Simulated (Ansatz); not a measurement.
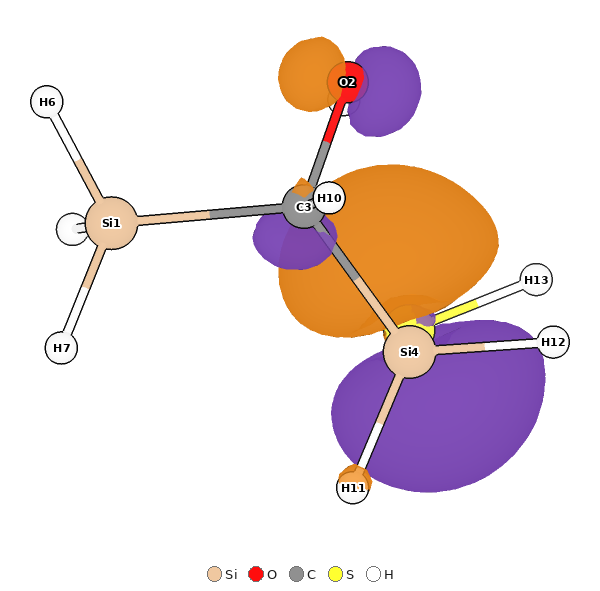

CH8OSSi2. The HOMO−1 at ±0.15 Å⁻³ᐟ² (orange and purple are the two phases), seen at a tilt.

These are results of RKS revPBE/cc-pVDZ in Ansatz 0.2.0, not measurements.

```yaml
atoms:
  - { symbol: Si, position_ang: [-1.5622, 0.1795, -1.0921] }
  - { symbol: O, position_ang: [-0.8841, -1.1802, 1.2529] }
  - { symbol: C, position_ang: [-0.2865, -0.8112, -0.0226] }
  - { symbol: Si, position_ang: [1.4186, 0.0288, 0.3061] }
  - { symbol: S, position_ang: [1.0848, 1.5487, 1.8694] }
  - { symbol: H, position_ang: [-2.8154, -0.6446, -1.2594] }
  - { symbol: H, position_ang: [-1.0015, 0.5222, -2.4556] }
  - { symbol: H, position_ang: [-1.9190, 1.4596, -0.3729] }
  - { symbol: H, position_ang: [-0.8718, -0.3529, 1.7868] }
  - { symbol: H, position_ang: [-0.0772, -1.7654, -0.5583] }
  - { symbol: H, position_ang: [1.9776, 0.7195, -0.9152] }
  - { symbol: H, position_ang: [2.4167, -0.9606, 0.8560] }
  - { symbol: H, position_ang: [1.6412, 0.7822, 2.8548] }
```

Question: What is the character of this orbital?

Answer: It lies mainly on S5 (about 75 %); largely a lone pair of S5. Its energy is −6.39 eV.
